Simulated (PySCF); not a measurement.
# [P2H3]− (SMILES [PH-]P) at PBE0/STO-6G

What is the vertical singlet–triplet gap of [P2H3]− at PBE0/STO-6G? The job is set up through a Python script.

The calculation is run with PySCF 2.14.0.

19 further runs of the same task are left out: 6 that didn't finish, 13 set aside as unsound or not needed.

**1. The structure to begin with**

[P2H3]−: 5 atoms, total charge -1, spin state singlet. SMILES: `[PH-]P`. The shape is that of a GFN2-xTB optimisation. This is one conformer, not always the lowest.

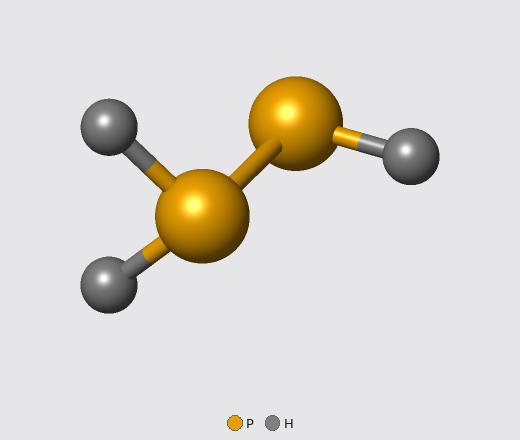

The structure, seen from a chosen angle (phosphorus amber, hydrogen grey).

**2. A single-point energy at PBE0/STO-6G**

calc.py reads:

```python
from pyscf import gto, dft

system = gto.M(
    atom='''
P      1.493205    -2.096462     0.271762
P     -0.902401     1.032282     0.143751
H      0.528235    -2.763819     2.578342
H     -1.859245     0.888493    -2.320924
H      0.740187     2.939507    -0.672950
''',
    charge=-1,
    verbose=3,
    basis='sto-6g',
    max_memory=1860,
    unit='bohr',
)

mf = dft.RKS(system)
mf.xc = 'pbe0'
mf.conv_tol = 1e-10
mf.grids.level = 5
mf.kernel()
if not mf.converged:
    mf = mf.newton().run(mf.mo_coeff, mf.mo_occ)

etot = mf.e_tot
print('E = %.10f Eh' % etot)
```

Started as:

```
$ OMP_NUM_THREADS=1 python calc.py
```

What it wrote:

```text
converged SCF energy = -681.594051235216
E = -681.5940512352 Eh
```

Wall time 8.4 s (1 thread of Arm Neoverse V1, shared host); peak memory 0.2 GiB.

**3. The triplet, same level**

calc.py reads:

```python
from pyscf import gto, dft

mol = gto.M(
    atom='''
P    0.790170  -1.109400   0.143810
P   -0.477530   0.546260   0.076070
H    0.279530  -1.462550   1.364400
H   -0.983870   0.470170  -1.228180
H    0.391690   1.555520  -0.356110
''',
    max_memory=1860,
    basis='sto-6g',
    verbose=3,
    charge=-1,
    spin=2,
)

mf = dft.UKS(mol, xc='pbe0')
mf.conv_tol = 1e-10
mf.grids.level = 5
mf.kernel()
if not mf.converged:
    mf = mf.newton().run(mf.mo_coeff, mf.mo_occ)

e_final = mf.e_tot
print(f'total energy: {e_final:.8f} hartree')
```

Started as:

```
$ OMP_NUM_THREADS=1 python calc.py
```

What it wrote:

```text
WARN: HOMO 0.137341080304293 >= LUMO -0.154822875179217

WARN: HOMO 0.52520827615413 >= LUMO 0.398474242173023

WARN: HOMO 0.487032440175943 >= LUMO 0.367058623141798

WARN: HOMO 0.486756838373673 >= LUMO 0.365829017941714

WARN: HOMO 0.48703199379158 >= LUMO 0.367791715888129

WARN: HOMO 0.487096639958781 >= LUMO 0.367926596286858

WARN: HOMO 0.487123100176973 >= LUMO 0.367927517563211

WARN: HOMO 0.48713252648458 >= LUMO 0.367941137879153

WARN: HOMO 0.487132046030387 >= LUMO 0.367939516300837

WARN: HOMO 0.487131873616896 >= LUMO 0.367937073729076

WARN: HOMO 0.487131528653919 >= LUMO 0.36793701634144

WARN: HOMO 0.487131703302611 >= LUMO 0.367937361503862

WARN: HOMO 0.487131599573549 >= LUMO 0.367937353939499

converged SCF energy = -681.377401281653  <S^2> = 2.0025974  2S+1 = 3.0017311
total energy: -681.37740128 hartree
```

Wall time 8.1 s (1 thread of Arm Neoverse V1, shared host); peak memory 0.21 GiB.

**4. What came out**

At PBE0/STO-6G:

```
                                                      quantity          value
                                         singlet: total energy  -681.59405 Eh
                                          singlet: HOMO energy        7.35 eV
                                          singlet: LUMO energy       14.95 eV
singlet: HOMO–LUMO gap (to an unbound level, set by the basis)        7.60 eV
                                         triplet: total energy  -681.37740 Eh
                   triplet: HOMO energy (highest over α and β)       13.26 eV
                                                 triplet: ⟨S²⟩          2.003
              vertical energy of the triplet above the singlet       5.895 eV
```

**Reading.** At this shape the triplet lies 5.90 eV (136 kcal/mol) above the singlet. For an anion a state so high probably lies above electron detachment. In a minimal basis such a difference can be off by several eV, whatever the method. Mulliken charges (singlet) run from -0.42 on P1 to +0.01 on P2; they depend strongly on the basis. The HOMO (singlet) lies at positive energy, 7.35 eV; only total energies tell whether the electron is bound. The HOMO (triplet) lies at positive energy, 13.26 eV; only total energies tell whether the electron is bound.
